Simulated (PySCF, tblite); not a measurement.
# BH₈NO₃Si₃, a small gas-phase stand-in for a defect centre: NMR shifts, core binding energies and electronic excitations, part 2 of 2

tblite 0.8.0 and PySCF 2.14.0. Atoms count from 0, parts from 1. The steps go on from the part before.

## 5. X-ray photoelectron lines: SCAN, X2C

The job: settings as JSON, then the geometry in Å.

```
{"job": {"kind": "xps", "holes": 5}, "charge": 0, "multiplicity": 1}
Si    -0.600727    -0.031962    -1.787167
N     -0.030802    -1.055826    -0.479313
Si     0.588153    -2.639780    -0.986789
Si     0.013858    -0.682963     1.251674
O     -0.960744     1.418610    -1.022730
B     -0.385230     2.327617    -0.178774
O      0.946946     2.221430     0.091642
O     -1.114993     3.331801     0.383216
H      1.799008    -2.502590    -1.849391
H      0.961983    -3.392868     0.246840
H     -0.448854    -3.404778    -1.740794
H     -0.906287     0.451229     1.547051
H      1.393860    -0.364096     1.719736
H     -0.471658    -1.877428     2.008217
H      1.242417     2.904239     0.702221
H     -2.038359     3.286018     0.116638
```

Method: delta-SCF UKS SCAN, pcX-2 on the ionised atom, pcseg-1 elsewhere, spin-free X2C.

Standard output:

```text
ground state, core basis on atom 0 (Si), 206 functions
  cycle   1  E = -1180.28436214  |g| = 1.14e+00
  cycle   2  E = -1179.66684482  |g| = 2.04e+00
  cycle   3  E = -1180.51768723  |g| = 2.46e-01
  cycle   4  E = -1180.52894748  |g| = 1.09e-01
  cycle   5  E = -1180.53111894  |g| = 1.90e-02
  cycle   6  E = -1180.53119540  |g| = 7.89e-03
  cycle   7  E = -1180.53121101  |g| = 4.48e-03
  cycle   8  E = -1180.53121232  |g| = 1.34e-03
  cycle   9  E = -1180.53121337  |g| = 2.04e-04
  E(ground) = -1180.60145575 Eh
hole in Si 2p of atom 0
  cycle   1  E = -1176.23663890  |g| = 1.23e+00
  cycle   2  E = -1174.90325086  |g| = 1.65e+00
  cycle   3  E = -1176.30196295  |g| = 6.31e-01
  cycle   4  E = -1176.55402666  |g| = 1.53e-01
  cycle   5  E = -1176.54712220  |g| = 1.98e-01
  cycle   6  E = -1176.56125363  |g| = 8.63e-02
  cycle   7  E = -1176.56518142  |g| = 2.15e-02
  cycle   8  E = -1176.56535858  |g| = 1.23e-02
  cycle   9  E = -1176.56543622  |g| = 3.99e-03
  cycle  10  E = -1176.56545311  |g| = 1.87e-03
  cycle  11  E = -1176.56546196  |g| = 1.55e-03
  cycle  12  E = -1176.56546997  |g| = 9.73e-04
  cycle  13  E = -1176.56547248  |g| = 3.04e-04
  E(ion) = -1176.64588757 Eh   <S^2> = 0.7714   hole on atom = 1.003   binding energy = 107.636 eV
  2p3/2 = 107.330 eV   2p1/2 = 107.966 eV
ground state, core basis on atom 1 (N), 195 functions
  cycle   1  E = -1180.44388800  |g| = 7.54e-02
  cycle   2  E = -1180.44379588  |g| = 3.34e-02
  cycle   3  E = -1180.44365803  |g| = 4.38e-02
  cycle   4  E = -1180.44404286  |g| = 4.97e-03
  cycle   5  E = -1180.44404719  |g| = 1.59e-03
  cycle   6  E = -1180.44404764  |g| = 5.56e-04
  cycle   7  E = -1180.44404959  |g| = 1.49e-04
  E(ground) = -1180.55356565 Eh
hole in N 1s of atom 1
  cycle   1  E = -1164.86169659  |g| = 1.88e+00
  cycle   2  E = -1163.72857407  |g| = 2.33e+00
  cycle   3  E = -1165.49469323  |g| = 5.23e-01
  cycle   4  E = -1165.52661901  |g| = 4.36e-01
  cycle   5  E = -1165.59932874  |g| = 1.33e-01
  cycle   6  E = -1165.60641508  |g| = 2.23e-02
  cycle   7  E = -1165.60653867  |g| = 1.54e-02
  cycle   8  E = -1165.60662650  |g| = 2.80e-03
  cycle   9  E = -1165.60662856  |g| = 1.64e-03
  cycle  10  E = -1165.60662960  |g| = 6.80e-04
  cycle  11  E = -1165.60663108  |g| = 1.51e-04
  E(ion) = -1165.71381477 Eh   <S^2> = 0.7691   hole on atom = 1.000   binding energy = 403.810 eV
ground state, core basis on atom 2 (Si), 206 functions
  cycle   1  E = -1180.52257712  |g| = 2.88e-01
  cycle   2  E = -1180.52235751  |g| = 5.77e-02
  cycle   3  E = -1180.52110897  |g| = 8.80e-02
  cycle   4  E = -1180.52278254  |g| = 2.06e-02
  cycle   5  E = -1180.52288147  |g| = 3.59e-03
  cycle   6  E = -1180.52288314  |g| = 9.10e-04
  cycle   7  E = -1180.52288234  |g| = 1.10e-04
  E(ground) = -1180.59325958 Eh
hole in Si 2p of atom 2
  cycle   1  E = -1176.23926541  |g| = 1.23e+00
  cycle   2  E = -1175.10512085  |g| = 1.57e+00
  cycle   3  E = -1176.30587617  |g| = 6.73e-01
  cycle   4  E = -1176.54060457  |g| = 2.32e-01
  cycle   5  E = -1176.55148968  |g| = 1.79e-01
  cycle   6  E = -1176.56534274  |g| = 4.49e-02
  cycle   7  E = -1176.56624518  |g| = 1.41e-02
  cycle   8  E = -1176.56632206  |g| = 4.37e-03
  cycle   9  E = -1176.56633034  |g| = 1.86e-03
  cycle  10  E = -1176.56632943  |g| = 4.29e-04
  E(ion) = -1176.64777173 Eh   <S^2> = 0.7518   hole on atom = 1.002   binding energy = 107.362 eV
  2p3/2 = 107.133 eV   2p1/2 = 107.756 eV
ground state, core basis on atom 3 (Si), 206 functions
  cycle   1  E = -1180.52323016  |g| = 2.89e-01
  cycle   2  E = -1180.52329682  |g| = 4.60e-02
  cycle   3  E = -1180.52304092  |g| = 4.84e-02
  cycle   4  E = -1180.52346310  |g| = 2.48e-02
  cycle   5  E = -1180.52359798  |g| = 1.95e-03
  cycle   6  E = -1180.52360264  |g| = 3.46e-04
  E(ground) = -1180.59386205 Eh
hole in Si 2p of atom 3
  cycle   1  E = -1176.24285983  |g| = 1.24e+00
  cycle   2  E = -1175.28323349  |g| = 1.50e+00
  cycle   3  E = -1176.32475359  |g| = 5.82e-01
  cycle   4  E = -1176.54842132  |g| = 2.25e-01
  cycle   5  E = -1176.55433133  |g| = 1.92e-01
  cycle   6  E = -1176.57199672  |g| = 2.55e-02
  cycle   7  E = -1176.57235806  |g| = 6.83e-03
  cycle   8  E = -1176.57236486  |g| = 5.61e-03
  cycle   9  E = -1176.57237851  |g| = 8.69e-04
  cycle  10  E = -1176.57238003  |g| = 3.99e-04
  E(ion) = -1176.65312890 Eh   <S^2> = 0.7520   hole on atom = 1.003   binding energy = 107.233 eV
  2p3/2 = 107.005 eV   2p1/2 = 107.629 eV
ground state, core basis on atom 4 (O), 195 functions
  cycle   1  E = -1180.45843424  |g| = 1.11e-01
  cycle   2  E = -1180.45592037  |g| = 1.36e-01
  cycle   3  E = -1180.45870338  |g| = 5.60e-02
  cycle   4  E = -1180.45922856  |g| = 1.32e-02
  cycle   5  E = -1180.45927524  |g| = 4.35e-03
  cycle   6  E = -1180.45927668  |g| = 5.75e-04
  cycle   7  E = -1180.45927751  |g| = 2.41e-04
  E(ground) = -1180.56812478 Eh
hole in O 1s of atom 4
  cycle   1  E = -1159.85072541  |g| = 2.23e+00
  cycle   2  E = -1159.17952912  |g| = 2.30e+00
  cycle   3  E = -1160.53143012  |g| = 6.05e-01
  cycle   4  E = -1160.47507865  |g| = 6.41e-01
  cycle   5  E = -1160.67854641  |g| = 1.51e-01
  cycle   6  E = -1160.68788799  |g| = 6.74e-02
  cycle   7  E = -1160.68955026  |g| = 1.05e-02
  cycle   8  E = -1160.68958393  |g| = 6.41e-03
  cycle   9  E = -1160.68960221  |g| = 2.26e-03
  cycle  10  E = -1160.68960482  |g| = 6.15e-04
  cycle  11  E = -1160.68960380  |g| = 2.30e-04
  E(ion) = -1160.79844719 Eh   <S^2> = 0.7625   hole on atom = 1.000   binding energy = 537.960 eV
```

Run time: 80 s. Hardware: 1 thread of Arm Neoverse V1, shared host; peak memory 0.75 GiB.

The holes in one table. −ε is the ground-state orbital energy:

```csv
hole,stands for,environment,ΔSCF (eV; 2p as the shell's mean),−ε (eV),⟨S²⟩
Si2p on Si0,Si0,"silicon bonded to N, O",107.54,96.8,0.771
N1s on N1,N1,nitrogen bonded to 3 Si,403.81,385.9,0.769
Si2p on Si2,Si2,"silicon bonded to N, 3 H",107.34,96.6,0.752
Si2p on Si3,Si3,"silicon bonded to N, 3 H",107.21,96.5,0.752
O1s on O4,O4,"oxygen bonded to B, Si",537.96,516.8,0.762
```

With the spin-orbit splitting: Si0 2p3/2 107.33, 2p1/2 107.97 eV; Si2 2p3/2 107.13, 2p1/2 107.76 eV; Si3 2p3/2 107.01, 2p1/2 107.63 eV. The table gives each 2p level as the mean over the whole 2p shell (two parts 2p3/2, one part 2p1/2), which differs a little from the single hole in the log.

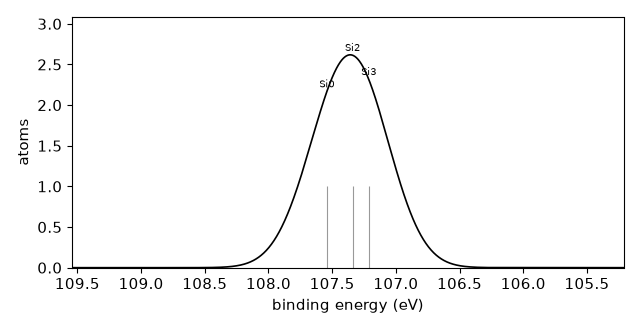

The Si2p photoelectron lines, weighted by the number of atoms. Lines are broadened to a width of 0.60 eV (Gaussian).

## 6. Excited states and response: CAM-B3LYP/def2-SVPD

Same as in step 5 but for these lines:

```diff
@@ -1,2 +1,2 @@
-{"job": {"kind": "xps", "holes": 5}, "charge": 0, "multiplicity": 1}
+{"job": {"kind": "uv", "xc": "CAM-B3LYP", "basis": "def2-SVPD", "nstates": 6, "ntriplets": 2, "ip": true}, "charge": 0, "multiplicity": 1}
 Si    -0.600727    -0.031962    -1.787167
```

With the program's defaults for keys left out, this is: TDDFT CAM-B3LYP/def2-SVPD, vertical, gas phase, core orbitals frozen in the response.

Standard output:

```text
coarse grid: 15240 points
cycle   1  E = -1177.8310196875  dE =  7.865e-01  |g| = 1.086e+00  |ddm| = 5.352e+00
cycle   2  E = -1177.7235270474  dE =  1.075e-01  |g| = 1.350e+00  |ddm| = 2.865e+00
cycle   3  E = -1178.0604148708  dE = -3.369e-01  |g| = 8.446e-02  |ddm| = 1.440e+00
cycle   4  E = -1178.0613832753  dE = -9.684e-04  |g| = 5.957e-02  |ddm| = 1.843e-01
cycle   5  E = -1178.0620520048  dE = -6.687e-04  |g| = 9.899e-03  |ddm| = 6.624e-02
cycle   6  E = -1178.0620737029  dE = -2.170e-05  |g| = 1.727e-03  |ddm| = 2.110e-02
cycle   7  E = -1178.0620745333  dE = -8.304e-07  |g| = 1.036e-03  |ddm| = 5.229e-03
final grid: 134584 points
cycle   8  E = -1178.2335761773  dE = -2.921e-05  |g| = 2.213e-03  |ddm| = 6.709e-02
cycle   9  E = -1178.2335762663  dE = -8.902e-08  |g| = 2.311e-03  |ddm| = 6.721e-03
cycle  10  E = -1178.2335771863  dE = -9.200e-07  |g| = 2.190e-04  |ddm| = 2.576e-03
cycle  11  E = -1178.2335771970  dE = -1.069e-08  |g| = 9.628e-05  |ddm| = 5.494e-04
cycle  12  E = -1178.2335771991  dE = -2.189e-09  |g| = 2.938e-05  |ddm| = 1.788e-04
cycle  13  E = -1178.2335771993  dE = -1.889e-10  |g| = 1.146e-05  |ddm| = 4.442e-05
converged SCF energy = -1178.2335771993

Static polarisability (au): isotropic 112.369, principal 95.531 113.172 128.405

Singlet excitations
state   eV       nm        f      main configurations
  1   4.6451    266.9   0.07230   H->L 0.98
  2   5.8052    213.6   0.03306   H-1->L 0.90
  3   6.2785    197.5   0.14806   H->L+1 0.68, H->L+4 0.17
  4   6.6792    185.6   0.16483   H->L+2 0.84
  5   6.9203    179.2   0.00879   H-1->L+2 0.90
  6   7.1074    174.4   0.00773   H-3->L 0.61, H-4->L 0.13, H-6->L 0.13

Triplet excitations (Tamm-Dancoff, eV): 2.7955 5.0231
Vertical ionisation energy (delta-SCF) = 9.0451 eV
Vertical electron affinity (delta-SCF) = -0.1302 eV
```

It took 5.2 min on 1 thread of Arm Neoverse V1, shared host; peak memory 1.3 GiB.

The orbitals next to the gap, with their largest atomic shares:

```csv
orbital,eV,atoms
HOMO−3,-11.05,"O4 24 %, Si2 17 %, O6 14 %"
HOMO−2,-10.75,"Si3 25 %, H11 16 %, Si2 14 %"
HOMO−1,-9.36,"N1 46 %, Si3 10 %, Si2 10 %"
HOMO,-8.29,"Si0 62 %, O4 15 %, N1 14 %"
LUMO,-0.44,"Si0 58 %, O4 16 %, N1 14 %"
LUMO+1,0.46,"B5 37 %, O7 10 %, O6 9 %"
LUMO+2,0.93,"Si2 21 %, Si3 18 %, Si0 12 %"
```

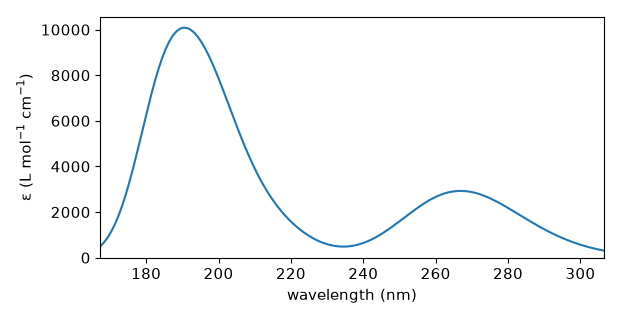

Absorption spectrum: each of the 6 states is a Gaussian band of 0.4 eV half-width at 1/e. Beyond the last state computed it falls off for lack of states.

Further results of this job:

```csv
property,computed
dipole moment (D),1.12
polarisability (Å³),16.65
HOMO–LUMO gap (eV),7.85
−ε(HOMO) (eV),8.29
```

## 7. Results

This closing draws on all 2 parts.

| quantity | value |
| --- | --- |
| point group | C1 |
| rotational constants (main isotopes) | 2.19, 0.72, 0.61 GHz |
| ¹H shifts against TMS (PBE0/pcSseg-1) | 4.93, 4.92, 4.80, 4.79, 4.54, 4.45, 3.27, 3.17 ppm |
| ²⁹Si shifts against TMS (PBE0/pcSseg-1) | 138.8, -49.0, -59.7 ppm |
| ¹⁵N shifts against NH3 (PBE0/pcSseg-1) | 111.8 ppm |
| ¹⁷O shifts against H2O (PBE0/pcSseg-1) | 214.1, 93.5, 92.6 ppm |
| ¹¹B shifts against BF3·OEt2 (PBE0/pcSseg-1) | 16.8 ppm |
| Si2p binding energies, SCAN/pcX-2 | Si0 107.54, Si2 107.34, Si3 107.21 eV |
| N1s binding energies, SCAN/pcX-2 | N1 403.81 eV |
| O1s binding energies, SCAN/pcX-2 (standing for 1 of 3 atoms) | O4 537.96 eV |
| lowest singlet (CAM-B3LYP/def2-SVPD) | 4.65 eV (267 nm), f = 0.072 |
| brightest single state of those computed | state 4, 6.68 eV, f = 0.165 |
| lowest triplet | 2.80 eV |
| vertical ionisation energy (ΔSCF) | 9.05 eV |
| vertical electron affinity (ΔSCF) | -0.13 eV (unbound: the value hangs on the basis) |

The start of the PBE0/def2-SVP relaxation was shaken at random by about 0.01 Å, so part of the energy gained, and of the first lengths quoted, undoes that. Relaxing lowered the energy by 0.335 eV in 12 steps; the close pair that moved most is Si3–H12, from 1.409 to 1.492 Å (PBE0/def2-SVP). Hydrogens of an XH3 group are listed apart at this fixed geometry; free rotation makes them one line at their mean. At PBE0/pcSseg-1: The widest tensor belongs to Si0: span 528 ppm, with a paramagnetic part of -667 ppm. At SCAN/pcX-2: Si0 (silicon bonded to N, O) binds its Si2p electron 0.33 eV more tightly than Si3 (silicon bonded to N, 3 H). The lowest singlet, at 4.65 eV, is HOMO→LUMO 0.98 and is bright; of the 6 states computed, the strongest absorption comes from state 4 at 6.68 eV. The lowest triplet lies 1.85 eV below the lowest singlet (triplets in Tamm-Dancoff, singlets in full TDDFT). The orbital energy would give 8.29 eV for ionisation, ΔSCF gives 9.05 eV. A capped cluster stands for the solid here, so long-range fields and strain are missing, and bands or shifts of the capping hydrogens have no counterpart in it.
